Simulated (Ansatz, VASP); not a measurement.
# SnSe: VASP beside Ansatz, part 2 of 2

Wanted: the spread between two codes on one cell, functional and k mesh.  Other levels of theory on this material are compared in a session of their own. Valence electrons are named where the data sets of a main pair hold unlike numbers.

VASP 6.6.1 and Ansatz 0.2.0.

So far. Step 2 (VASP: band structure, r2SCAN, spin-orbit coupling): The run ends at a pressure of -0.51 GPa.

**3. Ansatz: band structure, r2SCAN, spin-orbit coupling**

Level of this step: Ansatz beside VASP: Kohn-Sham DFT, plane waves, r2SCAN, spin-orbit coupling (Ansatz).

Ansatz runs on its fully relativistic PAW (standard-fr) files.

The same cell, functional, mesh and smearing now go to Ansatz, which takes its cutoff from its data sets.

The input, input.yaml:

```yaml
crystal:
  lattice:
    - [0.0, 3.01, 3.01]
    - [3.01, 0.0, 3.01]
    - [3.01, 3.01, 0.0]
  atoms:
    - { symbol: Sn, position: [0.0, 0.0, 0.0] }
    - { symbol: Se, position: [0.5, 0.5, 0.5] }
hamiltonian:
  xc: r2scan
  pseudopotentials: { kind: paw_fr }
magnetization:
  noncollinear: true
  spin_orbit: true
kpoints:
  mp_grid: { grid: [6, 6, 6] }
  band_path:
    path:
      - [0.0, 0.0, 0.0]
      - [0.16667, 0.0, 0.16667]
      - [0.33333, 0.0, 0.33333]
      - [0.5, 0.0, 0.5]
      - [0.5, 0.08333, 0.58333]
      - [0.5, 0.18333, 0.68333]
      - [0.5, 0.25, 0.75]
      - [0.45, 0.3, 0.75]
      - [0.40833, 0.34167, 0.75]
      - [0.35, 0.35, 0.7]
      - [0.225, 0.225, 0.45]
      - [0.075, 0.075, 0.15]
      - [0.03333, 0.03333, 0.03333]
      - [0.23333, 0.23333, 0.23333]
      - [0.4, 0.4, 0.4]
      - [0.51667, 0.46667, 0.51667]
      - [0.55833, 0.38333, 0.55833]
      - [0.60833, 0.28333, 0.60833]
      - [0.60833, 0.25, 0.64167]
      - [0.55833, 0.25, 0.69167]
      - [0.51667, 0.25, 0.73333]
      - [0.5, 0.3, 0.7]
      - [0.5, 0.38333, 0.61667]
      - [0.5, 0.48333, 0.51667]
      - [0.475, 0.475, 0.55]
      - [0.425, 0.425, 0.65]
      - [0.38333, 0.38333, 0.73333]
      - [0.59167, 0.18333, 0.59167]
      - [0.55, 0.1, 0.55]
      - [0.5, 0.0, 0.5]
    npoints: 1
scf:
  occupations: { method: fermi_dirac, width: 0.05 }
  n_extra_bands: 14
output:
  forces: true
  stress: true
  eigenvalues: true
```

The run is started by

```sh
ansatz run input.yaml --threads 2 --pin off --max-ram 4608MiB --backend cpu --events-out ev --progress --plain --runs-dir out
```

Numbers of over 12 decimals in the logs are rounded to 6 here.

Log:

```text
scf.n_extra_bands = 14 over 30 filled bands (N_el = 30.0): the run solves 44 bands
Engine: ansatz 0.2.0, aarch64-unknown-linux-gnu
Pseudopotentials: kind: paw_fr
Pseudopotential: Sn, paw_fr, valence charge 14, recommended cutoff 500 eV (meta_gga), Sn.paw.azcp#standard-fr
Pseudopotential: Se, paw_fr, valence charge 16, recommended cutoff 500 eV (meta_gga), Se.paw.azcp#standard-fr
Functional definition: r2SCAN
  parameter k0 = 0.174
  parameter k1 = 0.065
  parameter a1 = 4.9479
  exchange = r2scan_x(k0 = k0, k1 = k1, a1 = a1)
  correlation = r2scan_c
non-collinear run that drives no moment, with spin-orbit: no starting moment large enough to seed its density (crystal.atoms[].spin), no starting occupations that ask for one, no magnetisation constraint and no magnetic field, so the semilocal B_xc is pinned to zero
Crystal: 2 atoms, lattice volume = 54.542 Å³
Basis set: ecut = 500 eV, 1411 PW (Γ), exchange–correlation on 128×128×128 points (64 copies of the dense FFT grid, shifted against one another)
Bands: 44, of which v1, the nominal top of the filled ones, is band 30 counted from 1 (29 counted from 0)
Symmetry: 48 space group operations + 48 with time reversal
Magnetic group: BNS 225.117 (UNI 1619), of the structure as read, at distance tolerance 3.8e-5 Å
k-points: 16 of 216
Projection manifold: j_resolved (fully-relativistic pseudo-atomic orbitals)
Non-local potential: Sn, projectors of the file, l = 0: 2, l = 1: 4, l = 2: 4, l = 3: 4
Non-local potential: Se, projectors of the file, l = 0: 2, l = 1: 4, l = 2: 6, l = 3: 2
PAW form: soft (Blöchl's): semilocal exchange-correlation on the pseudo side does not see the compensation charge
PAW frozen core: Sn, regenerated for the run's functional (the file was generated under x = pbe(κ = 0.804, μ = 0.219515), c = pbe(β = 0.066725))
PAW frozen core: Se, regenerated for the run's functional (the file was generated under x = pbe(κ = 0.804, μ = 0.219515), c = pbe(β = 0.066725))
PAW one-centre angular grid: Sn, 590 points (default); XC on 273 of its mesh's 2787 points in the sphere
PAW one-centre angular grid: Se, 590 points (default); XC on 265 of its mesh's 2701 points in the sphere
Initial density: superposition of atomic densities (chi_scale 0.1, normalization cell, long waves kept (reshape's long-wave potential 0.00 eV rms))
Initial wavefunctions: pseudopotential atomic-orbital guess
Functional: x = r2scan, c = r2scan; τ floored in thin density (d = 2e-4 eV/Å³)
iter 1 solved again at ethr=1.00e-3 eV; its pass at ethr=3.10e-3 eV (dr2=3.00e-1 eV) is discarded
SCF iter   1: F=—  HF=-11504.144058 eV  |F-HF|=—  |Δ(HF+E_count)|=         —  Δρ=2.48e-2  dr2=3.01e-1  dr2_τ=1.47e-4  dr2_m=0.00e0 (ungated)  ethr=1.00e-3  |M|=0.00e0 ∫|m|=0.00e0 μB  |m|>n=0.0e0 m-floor=0.0e0 τ_xc=0.0e0  β_m=0.30  ⟨swp⟩=2.9  Hψ=2438  notcnv=0
preconditioner: auto → none  [insulator: Δε(μ)=0.672 eV  Ē_g=12.603 eV  σ=0.050 eV  W_gap=1.00  n_scr=14 (ndim 8)  ℏωp=15.9 eV  f_vac=0.000  D(μ)=0.00/eV (n_scr^D=0)  ε∞_Penn≈2.6]
SCF iter   2: F=—  HF=-11504.103248 eV  |F-HF|=—  |Δ(HF+E_count)|=   4.08e-2  Δρ=1.52e-2  dr2=9.43e-2  dr2_τ=2.12e-4  dr2_m=0.00e0 (ungated)  ethr=1.00e-3  |M|=0.00e0 ∫|m|=0.00e0 μB  |m|>n=0.0e0 m-floor=0.0e0 τ_xc=0.0e0  β_m=0.45  ⟨swp⟩=3.5  Hψ=613  notcnv=0  defer=6
SCF iter   3: F=—  HF=-11504.095562 eV  |F-HF|=—  |Δ(HF+E_count)|=   7.69e-3  Δρ=5.10e-3  dr2=1.08e-2  dr2_τ=1.34e-4  dr2_m=0.00e0 (ungated)  ethr=3.14e-4  |M|=0.00e0 ∫|m|=0.00e0 μB  |m|>n=0.0e0 m-floor=0.0e0 τ_xc=0.0e0  β_m=0.51  ⟨swp⟩=3.8  Hψ=665  notcnv=0  defer=18
SCF iter   4: F=—  HF=-11504.096589 eV  |F-HF|=—  |Δ(HF+E_count)|=   1.03e-3  Δρ=8.66e-4  dr2=3.41e-4  dr2_τ=4.38e-6  dr2_m=0.00e0 (ungated)  ethr=3.59e-5  |M|=0.00e0 ∫|m|=0.00e0 μB  |m|>n=0.0e0 m-floor=0.0e0 τ_xc=0.0e0  β_m=0.55  ⟨swp⟩=2.9  Hψ=667  notcnv=0  defer=24
SCF iter   5: F=—  HF=-11504.096777 eV  |F-HF|=—  |Δ(HF+E_count)|=   1.87e-4  Δρ=2.25e-4  dr2=1.03e-5  dr2_τ=1.00e-7  dr2_m=0.00e0 (ungated)  ethr=1.14e-6  |M|=0.00e0 ∫|m|=0.00e0 μB  |m|>n=0.0e0 m-floor=0.0e0 τ_xc=0.0e0  β_m=0.75  ⟨swp⟩=2.1  Hψ=440  notcnv=0  defer=24
SCF iter   6: F=—  HF=-11504.096792 eV  |F-HF|=—  |Δ(HF+E_count)|=   1.54e-5  Δρ=2.33e-5  dr2=1.47e-7  dr2_τ=3.41e-9  dr2_m=0.00e0 (ungated)  ethr=3.45e-8  |M|=0.00e0 ∫|m|=0.00e0 μB  |m|>n=0.0e0 m-floor=0.0e0 τ_xc=0.0e0  β_m=0.72  ⟨swp⟩=2.0  Hψ=416  notcnv=0  defer=24
SCF iter   7: F=-11504.096792 eV  HF=-11504.096792 eV  |F-HF|=9.82e-10  |Δ(HF+E_count)|=   1.95e-8  Δρ=4.05e-6  dr2=1.03e-8  dr2_τ=1.29e-10  dr2_m=0.00e0 (ungated)  ethr=3.33e-10  |M|=0.00e0 ∫|m|=0.00e0 μB  |m|>n=0.0e0 m-floor=0.0e0 τ_xc=0.0e0  ⟨swp⟩=7.4  Hψ=1594  notcnv=0
SCF 1 converged in 7 iterations: F = -11504.096792 eV  dr2 = 1.03e-8
  greatest PAW one-centre occupation: 0.999 electrons in one spin orbital (limit 2), on the Se atom at site 1 (counted from 0), in its partial waves of l = 2
NSCF: frozen V_eff on 30 k-points
SCF converged after 7 iterations
Magnetization: |M| = 0.0000 μB,  M = (+0.0000, +0.0000, +0.0000) μB
Absolute magnetization: 0.0000 μB (∫|m|)
  site 0: m = (+0.0000, +0.0000, +0.0000) μB, |m| = 0.0000 μB  (R = 1.24 Å)
  site 1: m = (+0.0000, +0.0000, +0.0000) μB, |m| = 0.0000 μB  (R = 1.24 Å)
Free energy (F): -11504.096792 eV
Harris-Foulkes:  -11504.096792 eV  (|F-HF|=9.82e-10)
Internal energy: -11504.096660 eV  (E = F + TS)
E sigma→0 (E₀):  -11504.096726 eV
Entropy (-TS):   -0.000132 eV (-0.066 meV/atom)
Fermi energy:    9.401477 eV
--- Per-component energies (eV) ---
  E_band       = -499.121061
  E_kinetic    = 303.087106
  E_local      = -3324.813131  (includes V_loc(G=0)·N_el)
  E_nonlocal   = -628.171051
  E_hartree    = 1750.453401
  E_xc         = -474.204116
  E_vxc        = -211.064106  (∫ρ·V_xc dr)
  E_paw        = -6067.060785  (= ΣΔE_a)
  E_vpaw       = -150.851301  (= ΣTr[D̂ρ^β])
  E_aug_tail   = -0.000211  (compensation charges beyond the density's cutoff)
  E_vtau       = 11.785785  (kinetic-family band-sum trace: ∫τ·v_τ [+ j·A + Jᵃ·Aᵃ] dr)
  E_ewald      = -3062.385987
  E_core_change = -1.001886  (= ΣΔE_core)
  E_smearing   = -0.000132  (= −TS)
  E_closure    = 0.000000  (closes the sum)
  Σ components = -11504.096792   (vs F -11504.096792, Δ=0.00e0)
--- Forces (eV/Å), atoms counted from 1 ---
  atom   1  Sn     0.00000000    -0.00000000     0.00000000
  atom   2  Se     0.00000000    -0.00000000     0.00000000
  max |Σ_I F_I| component: 4.30e-29 eV/Å
--- Stress (GPa, compression-positive) ---
       -0.478812      -0.000000      -0.000000
       -0.000000      -0.478812      -0.000000
        0.000000       0.000000      -0.478812
  P = ⅓ Tr σ = -0.4788 GPa (-4.788 kbar)
--- Band table (eV; the first three rows and the last of 16) ---
  k-point 0: bands = [... 26 lower, 6.6840, 6.6840, 6.6840, 6.6840, 13.0115, 13.0115, 13.8035, 13.8035, ... 10 higher]
  k-point 1: bands = [... 26 lower, 6.7207, 6.7207, 7.4553, 7.4553, 11.9068, 11.9068, 12.4563, 12.4563, ... 10 higher]
  k-point 2: bands = [... 26 lower, 6.8373, 6.8373, 8.5073, 8.5073, 10.4501, 10.4501, 10.8646, 10.8646, ... 10 higher]
  k-point 15: bands = [... 26 lower, 4.4869, 4.4869, 7.0965, 7.0965, 11.7762, 11.7762, 13.3034, 13.3034, ... 10 higher]
```

It took 19 s on 2 threads of Arm Neoverse V1, shared host; peak memory 0.67 GiB; 37 s of CPU time.

In the SCF lines HF is the Harris–Foulkes energy and dr2 the Hartree energy of the density residual, in eV; the loop may stop once dr2 is under the threshold and the program's other checks hold. Hψ counts applications of the Hamiltonian.

**4. Comparison**

Known differences besides the potentials themselves: spin-orbit coupling enters by fully relativistic files in Ansatz and inside the spheres in VASP; VASP keeps PBE cores, Ansatz makes them for the functional; the data sets hold 30 valence electrons in Ansatz (on its fully relativistic PAW (standard-fr) files) and 20 in VASP; the cutoff is 500 eV in Ansatz and 400 eV in VASP. Total energies have different zeros and are not compared.

Compared:

| quantity | Ansatz | VASP | difference |
| --- | --- | --- | --- |
| pressure (GPa) | -0.48 | -0.51 | +0.03 |
| gap over the path points (eV) | 0.224 | 0.219 | +0.005 |

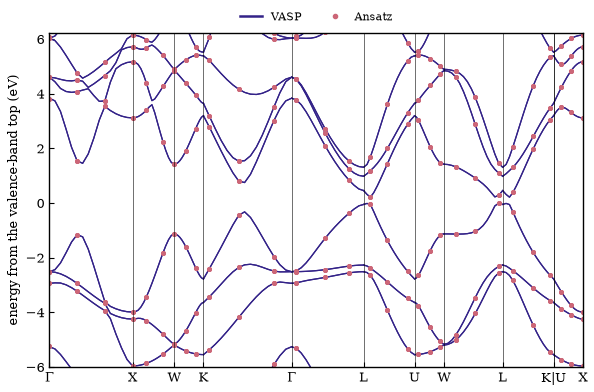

Bands from VASP (lines) and levels from Ansatz (dots). Dots without a line are higher empty bands that the VASP plot leaves out.

Levels at points of the path, from each program's valence-band top (eV; 8 filled, then empty):

```csv
k (reciprocal lattice),Ansatz,VASP
0.000 0.000 0.000,-5.24 -5.24 -2.94 -2.94 -2.51 -2.51 -2.51 -2.51 3.82 3.82 4.61 4.61 4.61 4.61,-5.25 -5.25 -2.93 -2.93 -2.51 -2.51 -2.51 -2.51 3.84 3.84 4.61 4.61 4.61 4.61
0.167 0.000 0.167,-6.32 -6.32 -3.22 -3.22 -2.93 -2.93 -1.15 -1.15 1.55 1.55 4.07 4.07 4.51 4.51,-6.33 -6.33 -3.22 -3.22 -2.94 -2.94 -1.15 -1.15 1.55 1.55 4.08 4.08 4.50 4.50
0.333 0.000 0.333,-7.00 -7.00 -3.93 -3.93 -3.66 -3.66 -3.60 -3.60 3.54 3.54 3.74 3.74 4.67 4.67,-7.01 -7.01 -3.93 -3.93 -3.67 -3.67 -3.60 -3.60 3.54 3.54 3.74 3.74 4.67 4.67
0.500 0.000 0.500,-6.33 -6.33 -5.96 -5.96 -4.24 -4.24 -3.98 -3.98 3.12 3.12 5.16 5.16 5.73 5.73,-6.35 -6.35 -5.96 -5.96 -4.24 -4.24 -3.98 -3.98 3.12 3.12 5.17 5.17 5.72 5.72
0.500 0.083 0.583,-6.69 -6.69 -5.86 -5.86 -4.30 -4.30 -3.43 -3.43 3.41 3.41 4.39 4.39 5.68 5.68,-6.70 -6.70 -5.86 -5.86 -4.30 -4.30 -3.43 -3.43 3.40 3.40 4.39 4.39 5.68 5.68
0.500 0.183 0.683,-7.23 -7.23 -5.52 -5.52 -4.80 -4.80 -1.81 -1.81 2.24 2.24 4.27 4.27 5.41 5.41,-7.24 -7.24 -5.52 -5.52 -4.80 -4.80 -1.82 -1.82 2.24 2.24 4.26 4.26 5.40 5.40
0.500 0.250 0.750,-7.34 -7.34 -5.19 -5.19 -5.17 -5.17 -1.12 -1.12 1.42 1.42 4.85 4.85 4.90 4.90,-7.35 -7.35 -5.20 -5.20 -5.17 -5.17 -1.12 -1.12 1.42 1.42 4.85 4.85 4.90 4.90
0.450 0.300 0.750,-7.39 -7.39 -5.41 -5.41 -4.67 -4.67 -1.59 -1.59 1.92 1.92 4.39 4.39 5.25 5.25,-7.40 -7.40 -5.41 -5.41 -4.67 -4.67 -1.60 -1.60 1.92 1.92 4.38 4.38 5.24 5.24
0.408 0.342 0.750,-7.44 -7.44 -5.51 -5.51 -4.01 -4.01 -2.36 -2.36 2.72 2.72 3.96 3.96 5.41 5.41,-7.45 -7.45 -5.51 -5.51 -4.01 -4.01 -2.36 -2.36 2.72 2.72 3.96 3.96 5.41 5.41
0.350 0.350 0.700,-7.67 -7.67 -5.37 -5.37 -3.43 -3.43 -2.39 -2.39 2.79 2.79 3.19 3.19 5.22 5.22,-7.68 -7.68 -5.37 -5.37 -3.43 -3.43 -2.40 -2.40 2.79 2.79 3.18 3.18 5.22 5.22
```

Among the levels compared at these points, filled levels agree within 17 meV and empty ones within 18 meV.

**5. Results**

| Item | Value |
| --- | --- |
| largest difference of a filled level at the path points (band structure, r2SCAN, spin-orbit coupling) | 17 meV |

The largest difference of a filled level at the path points is 17 meV (band structure, r2SCAN, spin-orbit coupling), within the 80 meV picked in this series as the mark of a large difference. The data sets hold unlike numbers of valence electrons (30 in Ansatz and 20 in VASP), so part of the differences comes from the potentials. 3 further runs of this series are not shown here. Such differences can come from data sets, numerical settings and the points named under the comparisons, not from the functional's error against experiment.

[Lines on the potential files, build, host, timing and source positions are cut from VASP's logs without a mark.]

[Logs are printed without paths, hosts, clocks, repeated set-up lines and the standing remarks that a program may print on its own settings, such as how far it seeks lower states.]

[Hosts, paths, dates, database ids (printed as entryN), source tags and the programs' standing remarks are cut or masked in the printed files.]
